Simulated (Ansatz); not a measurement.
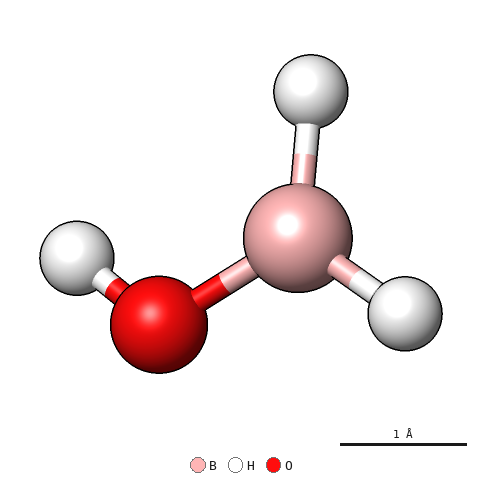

A ball-and-stick model of a molecule. Every bond is drawn as one stick, whatever its order.

The computed structure is the end point of a PBE0-D4/def2-TZVP optimisation.

Identify the structure.

Formula BH3O. The point group is Cs. All atoms lie on one plane. Coordination: 1 B trigonal planar; 1 O bent.

The parts below concern this one geometry. Atoms keep their numbers from picture to picture.

### Geometry

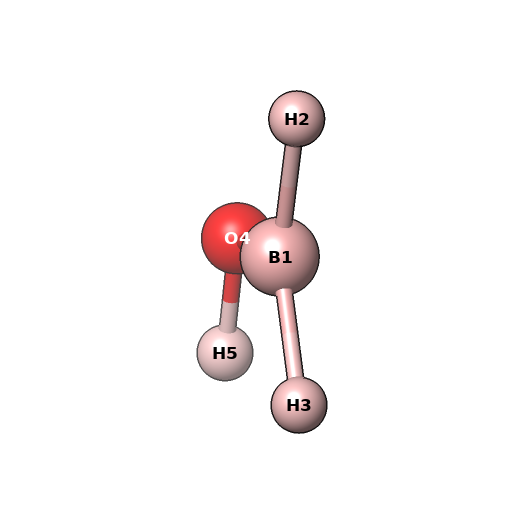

O4 lies behind B1. The molecule seen a little off the B1–O4 bond, B1 in front. Atoms fade into the background with distance from the viewer.

Question: What is the torsion angle H2–B1–O4–H5? The sign is positive where the front bond must turn clockwise to cover the back bond.

Answer: 180°, antiperiplanar (anti).

### Thermal motion

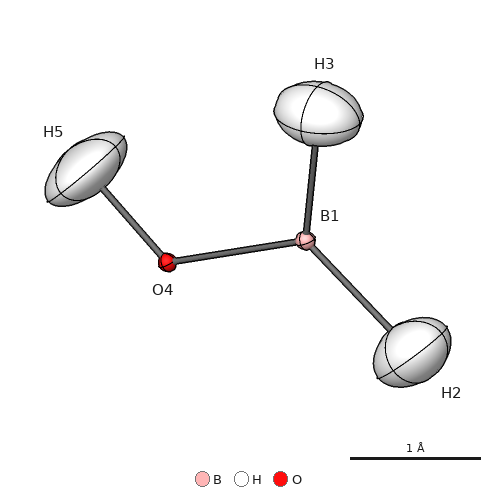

Displacement ellipsoids at the 50 % level, enlarged 2 times, from the internal vibrations of the free molecule (harmonic, no overall translation or rotation; no half-axis is drawn under 0.075 Å). Vibrations computed with RKS PBE0-D4/def2-TZVP (Ansatz 0.2.0). Temperature: 400 K.

List U_eq and the three principal root-mean-square amplitudes for each kind of atom.

```json
{"atom": "B1", "U_eq (Å²)": "0.00051", "rms amplitudes (Å)": "0.020, 0.021, 0.027"}
{"atom": "H2", "U_eq (Å²)": "0.0098", "rms amplitudes (Å)": "0.078, 0.097, 0.117"}
{"atom": "H3", "U_eq (Å²)": "0.0094", "rms amplitudes (Å)": "0.079, 0.091, 0.117"}
{"atom": "O4", "U_eq (Å²)": "0.00021", "rms amplitudes (Å)": "0.011, 0.011, 0.020"}
{"atom": "H5", "U_eq (Å²)": "0.0121", "rms amplitudes (Å)": "0.065, 0.125, 0.129"}
```

### Dipole moment

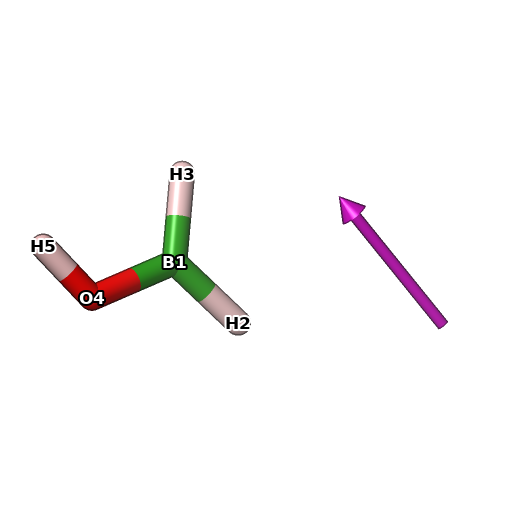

The arrow beside the molecule shows the direction of the dipole moment, from the negative to the positive end (its length means nothing). Level of theory: RKS PBE0-D4/def2-TZVP (Ansatz 0.2.0).

Question: How large is the dipole moment?

Answer: 1.61 D; it points from the side of H2 to the side of H5 (the outermost atoms at the two ends).

### Electronic properties

Level of theory: RKS PBE0-D4/def2-TZVPP (Ansatz 0.2.0).

Question: Estimate the HOMO energy (Kohn–Sham orbital).

Answer: −8.86 eV.

Question: What is the HOMO–LUMO gap?

Answer: 8.44 eV.

### Charges

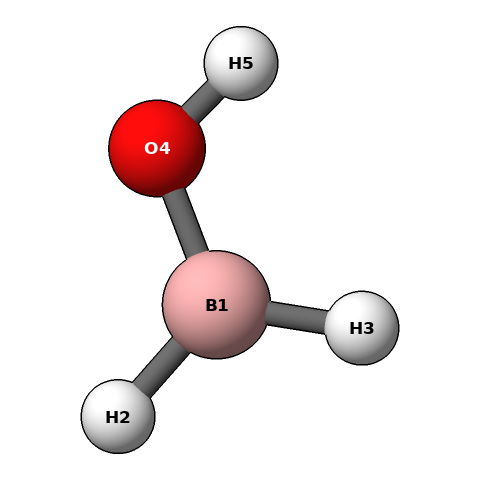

The questions are on Mulliken charges. Properties computed with RKS PBE0-D4/def2-TZVP (Ansatz 0.2.0).

Question: Which atom carries the highest charge (most positive or least negative)?

Answer: H5 (0.33 e).

Question: And the lowest?

Answer: O4 (−0.38 e).

List the Mulliken charges.

```json
{"atom": "B1", "value (e)": "0.06"}
{"atom": "H2", "value (e)": "0.00"}
{"atom": "H3", "value (e)": "−0.01"}
{"atom": "O4", "value (e)": "−0.38"}
{"atom": "H5", "value (e)": "0.33"}
```

Mulliken values depend strongly on the basis set and can even reverse the polarity of a bond.
